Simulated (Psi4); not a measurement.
**SnF4 (SMILES [F][Sn]([F])([F])[F]) at 3 levels**

Wanted: a comparison of 3 runs (BLYP/def2-SVP, SVWN5/def2-SVP, CCSD(T)/def2-SVP) of SnF4. 

The results are computed with Psi4 1.11.

20 further runs of the same task are left out: 20 that didn't finish.

### Step 1. The system as given

SnF4: 5 atoms, total charge 0, spin state singlet. As SMILES, `[F][Sn]([F])([F])[F]`. The shape is that of a PBE0-D4/def2-TZVP optimisation.

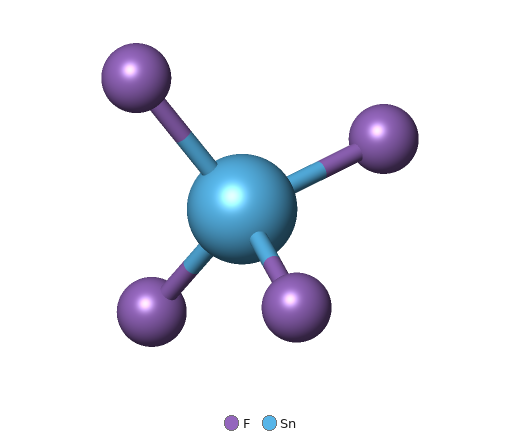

The structure, seen from a chosen angle (fluorine purple, tin blue).

### Step 2. Energy and gradient at BLYP/def2-SVP (core potential) (run 1)

Contents of f4sn.xyz:

```xyz
5
F4Sn
F      0.130300    -0.871400     1.656700
Sn     0.009900    -0.014700    -0.008300
F     -1.285400     1.340000     0.078100
F     -0.477600    -1.263800    -1.320800
F      1.672500     0.736200    -0.447200
```

Contents of run_ase.py:

```python
import numpy as np
from ase.calculators.psi4 import Psi4
from ase.io import read

atoms = read('f4sn.xyz')
calc = Psi4(atoms=atoms, method='blyp', basis='def2-SVP', memory='2200MB', num_threads=1, charge=0, multiplicity=1, label='f4sn')
calc.psi4.set_options({'puream': True, 'e_convergence': 1e-09, 'd_convergence': 1e-08, 'scf_type': 'pk', 'dft_radial_points': 99, 'dft_spherical_points': 590})
atoms.calc = calc

forces = atoms.get_forces()
print(f'energy: {atoms.get_potential_energy():.6f} eV')
print('forces / eV A^-1')
print(np.round(forces, 5))
```

Started as:

```bash
$ python run_ase.py
```

f4sn.dat:

```text
[...]
    !!!  WARNING: ECP capability is in beta. Please check occupations closely.  !!!
[...]
  Running in c1 symmetry.
[...]
  Nuclear repulsion =  307.301543135868371
[...]
  Multiplicity = 1
[...]
  Nalpha       = 29
  Nbeta        = 29
[...]
    Number of basis functions: 82
[...]
   @RKS iter   1:  -613.14703298747168   -1.47716e+00   9.77985e-03 ADIIS/DIIS
[...]
   @RKS iter  12:  -613.35067142644823    3.41061e-13   1.64456e-09 DIIS
[...]
  @RKS Final Energy:  -613.35067142644823
   => Energetics <=
    Nuclear Repulsion Energy =            307.3015431358683713
    One-Electron Energy =               -1545.9199899817861024
    Two-Electron Energy =                 685.2645094609858916
    DFT Exchange-Correlation Energy =     -59.9967340415163761
    Empirical Dispersion Energy =           0.0000000000000000
    VV10 Nonlocal Energy =                  0.0000000000000000
    Total Energy =                       -613.3506714264482298
[...]
 Multipole Moments:
 ------------------------------------------------------------------------------------
     Multipole            Electronic (a.u.)      Nuclear  (a.u.)        Total (a.u.)
 ------------------------------------------------------------------------------------
 L = 1.  Multiply by 2.5417464519 to convert [e a0] to [Debye]
 Dipole X            :         -0.0014681            0.0012756           -0.0001925
 Dipole Y            :          0.0014523           -0.0012756            0.0001767
 Dipole Z            :         -0.0000036           -0.0000000           -0.0000036
 Magnitude           :                                                    0.0002613
[...]
  -Total Gradient:
     Atom            X                  Y                   Z
    ------   -----------------  -----------------  -----------------
       1       -0.002243869687     0.015497252704    -0.029902144722
       2       -0.000035183260     0.000008751976    -0.000006198012
       3        0.023296072556    -0.024431339296    -0.001618069200
       4        0.008842884182     0.022289302181     0.023631521531
       5       -0.029846654334    -0.013573137943     0.008008431753
[...]
```

On the terminal:

```text
energy: -16690.121888 eV
forces / eV A^-1
[[ 1.15380e-01 -7.96900e-01  1.53763e+00]
 [ 1.81000e-03 -4.50000e-04  3.20000e-04]
 [-1.19793e+00  1.25631e+00  8.32000e-02]
 [-4.54720e-01 -1.14616e+00 -1.21518e+00]
 [ 1.53478e+00  6.97960e-01 -4.11810e-01]]
```

Wall time 19 s (1 thread of Intel Xeon Platinum 8259CL at 2.50GHz (Skylake/Cascade Lake), shared host); peak memory 0.77 GiB.

### Step 3. Energy and forces at SVWN5/def2-SVP (core potential) (run 2)

f4sn.xyz is that of step 2.

Contents of run.py:

```python
import psi4

psi4.set_memory(2200000000)
psi4.set_num_threads(1)
psi4.core.set_output_file('psi4.out', False)

with open('f4sn.xyz') as f:
    atoms = ''.join(f.readlines()[2:])
m = psi4.geometry('0 1\n' + atoms + 'symmetry c1\nno_reorient\nno_com')

psi4.set_options({
    'basis': 'def2-SVP',
    'puream': True,
    'e_convergence': 1e-09,
    'd_convergence': 1e-08,
    'scf_type': 'pk',
    'dft_radial_points': 99,
    'dft_spherical_points': 590,
})

e_tot, wfn = psi4.gradient('scf', dft_functional={"name": "SVWN5", "x_functionals": {"LDA_X": {}}, "c_functionals": {"LDA_C_VWN": {}}}, return_wfn=True)
psi4.oeprop(wfn, 'MULLIKEN_CHARGES', 'MAYER_INDICES', 'DIPOLE')
print('gradient / Eh bohr^-1')
print(e_tot.np.round(6))
print(f'energy = {wfn.energy():.10f} Eh')
```

Started as:

```bash
$ python run.py
```

psi4.out:

```text
[...]
    !!!  WARNING: ECP capability is in beta. Please check occupations closely.  !!!
[...]
  Running in c1 symmetry.
[...]
  Nuclear repulsion =  307.301543135868371
[...]
  Multiplicity = 1
[...]
  Nalpha       = 29
  Nbeta        = 29
[...]
    Number of basis functions: 82
[...]
   @RKS iter   1:  -610.43442600420406   -1.52227e+00   8.27386e-03 DIIS/ADIIS
[...]
   @RKS iter  12:  -610.57903478210665   -9.09495e-13   1.01468e-09 DIIS
[...]
  @RKS Final Energy:  -610.57903478210665
   => Energetics <=
    Nuclear Repulsion Energy =            307.3015431358683713
    One-Electron Energy =               -1545.3242136388980725
    Two-Electron Energy =                 684.5421456182663178
    DFT Exchange-Correlation Energy =     -57.0985098973432343
    Empirical Dispersion Energy =           0.0000000000000000
    VV10 Nonlocal Energy =                  0.0000000000000000
    Total Energy =                       -610.5790347821066462
[...]
  -Total Gradient:
     Atom            X                  Y                   Z
    ------   -----------------  -----------------  -----------------
       1       -0.001053620979     0.007028217329    -0.013454252422
       2       -0.000035031885     0.000010082621    -0.000005989222
       3        0.010497097679    -0.011045541932    -0.000765022077
       4        0.004025988575     0.009954164340     0.010668111735
       5       -0.013424787079    -0.006151759871     0.003671314592
[...]
 Multipole Moments:
 ------------------------------------------------------------------------------------
     Multipole            Electronic (a.u.)      Nuclear  (a.u.)        Total (a.u.)
 ------------------------------------------------------------------------------------
 L = 1.  Multiply by 2.5417464519 to convert [e a0] to [Debye]
 Dipole X            :         -1.0886756            1.0884822           -0.0001934
 Dipole Y            :          1.6147589           -1.6145820            0.0001769
 Dipole Z            :          0.9097107           -0.9097142           -0.0000035
 Magnitude           :                                                    0.0002621
[...]
  Mulliken Charges: (a.u.)
   Center  Symbol    Alpha    Beta     Spin     Total
       1     F     4.65793  4.65793  0.00000 -0.31587
       2    SN    10.36827 10.36827  0.00000  1.26345
       3     F     4.65793  4.65793  0.00000 -0.31586
       4     F     4.65793  4.65793  0.00000 -0.31586
       5     F     4.65793  4.65793  0.00000 -0.31587
   Total alpha = 29.00000, Total beta = 29.00000, Total charge =  0.00000
  Mayer Bond Indices:
[...]
```

On the terminal:

```text
gradient / Eh bohr^-1
[[-1.0540e-03  7.0280e-03 -1.3454e-02]
 [-3.5000e-05  1.0000e-05 -6.0000e-06]
 [ 1.0497e-02 -1.1046e-02 -7.6500e-04]
 [ 4.0260e-03  9.9540e-03  1.0668e-02]
 [-1.3425e-02 -6.1520e-03  3.6710e-03]]
energy = -610.5790347821 Eh
```

It took 13 s on 1 thread of Intel Xeon Platinum 8259CL at 2.50GHz (Skylake/Cascade Lake), shared host; peak memory 0.42 GiB.

### Step 4. A single-point energy at CCSD(T)/def2-SVP (core potential) (run 3)

Contents of calc.dat:

```
memory 2200 MB

molecule system {
  0 1
  F
  Sn 1 r2
  F 2 r3 1 a3
  F 2 r4 3 a4 1 d4
  F 2 r5 3 a5 1 d5

  r2 = 1.876341
  r3 = 1.876294
  a3 = 109.4565
  r4 = 1.876316
  a4 = 109.4814
  d4 = 120.00498
  r5 = 1.876359
  a5 = 109.48346
  d5 = -120.00533
  symmetry c1
}

set {
  basis def2-SVP
  puream true
  e_convergence 1e-09
  d_convergence 1e-08
  scf_type pk
  num_frozen_docc 8
}

energy_value, wavefunction = energy('ccsd(t)', return_wfn=True)
print_variables()
```

Started as:

```bash
$ psi4 calc.dat calc.out -n 1
```

calc.out:

```text
[...]
    !!!  WARNING: ECP capability is in beta. Please check occupations closely.  !!!
[...]
  Running in c1 symmetry.
[...]
  Nuclear repulsion =  307.301561995961947
[...]
  Multiplicity = 1
[...]
  Nalpha       = 29
  Nbeta        = 29
[...]
    Number of basis functions: 82
[...]
   @RHF iter   1:  -610.67884089984773   -2.74391e+00   8.39609e-03 DIIS/ADIIS
[...]
   @RHF iter  11:  -610.85775114782859   -5.68434e-13   3.36402e-09 DIIS
[...]
    Orbital Energies [Eh]
    ---------------------
    Doubly Occupied:
       1A    -26.309137     2A    -26.309121     3A    -26.309117
       4A    -26.309112     5A     -6.009990     6A     -4.203187
       7A     -4.203187     8A     -4.203183     9A     -1.592964
      10A     -1.592951    11A     -1.592936    12A     -1.574636
      13A     -1.469296    14A     -1.469290    15A     -1.437446
      16A     -1.437427    17A     -1.437425    18A     -0.789814
      19A     -0.705470    20A     -0.705455    21A     -0.705453
      22A     -0.674457    23A     -0.674447    24A     -0.662570
      25A     -0.662566    26A     -0.662558    27A     -0.650366
      28A     -0.650353    29A     -0.650348
[...]
  @RHF Final Energy:  -610.85775114782859
   => Energetics <=
    Nuclear Repulsion Energy =            307.3015619959619471
    One-Electron Energy =               -1545.0101033690498298
    Two-Electron Energy =                 626.8507902252592885
    Total Energy =                       -610.8577511478285942
[...]
 Multipole Moments:
 ------------------------------------------------------------------------------------
     Multipole            Electronic (a.u.)      Nuclear  (a.u.)        Total (a.u.)
 ------------------------------------------------------------------------------------
 L = 1.  Multiply by 2.5417464519 to convert [e a0] to [Debye]
 Dipole X            :         -0.0000883            0.0000652           -0.0000231
 Dipole Y            :         -0.0020010            0.0016750           -0.0003260
 Dipole Z            :          0.0007937           -0.0006639            0.0001297
 Magnitude           :                                                    0.0003516
[...]
      * MP2 total energy                      = -611.716324235164507
[...]
      * CCSD total energy                     = -611.718165903215095
[...]
      * CCSD(T) total energy                  = -611.732373253759306
[...]
```

Run time: 65 s. Hardware: 1 thread of Intel Xeon Platinum 8259CL at 2.50GHz (Skylake/Cascade Lake), shared host; peak memory 0.48 GiB.

### Step 5. All runs side by side

| run | level | properties | task | energy (Eh) | dipole moment (D) | HOMO energy (eV) | LUMO energy (eV) | wall time |
| --- | --- | --- | --- | --- | --- | --- | --- | --- |
| 1 | BLYP/def2-SVP (core potential) | – | gradient | -613.350671 | 0.00 | -9.64 | -4.24 | 19 s |
| 2 | SVWN5/def2-SVP (core potential) | (mulliken, mayer, dipole) | gradient | -610.579035 | 0.00 | -10.04 | -4.72 | 13 s |
| 3 | CCSD(T)/def2-SVP (core potential) | – | energy | -611.732373 | – | -17.70 | 0.42 | 65 s |

### Step 6. Results

| quantity | value |
| --- | --- |
| run 3: total energy | -611.73237 Eh |
| run 3: HOMO energy (Hartree–Fock orbitals) | -17.70 eV |
| run 3: LUMO energy (Hartree–Fock orbitals) | 0.42 eV |
| run 3: HOMO–LUMO gap (Hartree–Fock orbitals) | 18.11 eV |
| run 3: correlation energy (8 core orbitals frozen) | -874.6 mEh |
| run 3: (T) correction | -14.21 mEh |
| run 3: T1 diagnostic | 0.013 |

What this shows: Totals of different functionals can't be ranked against each other. All runs together took 98 s, the longest 65 s.
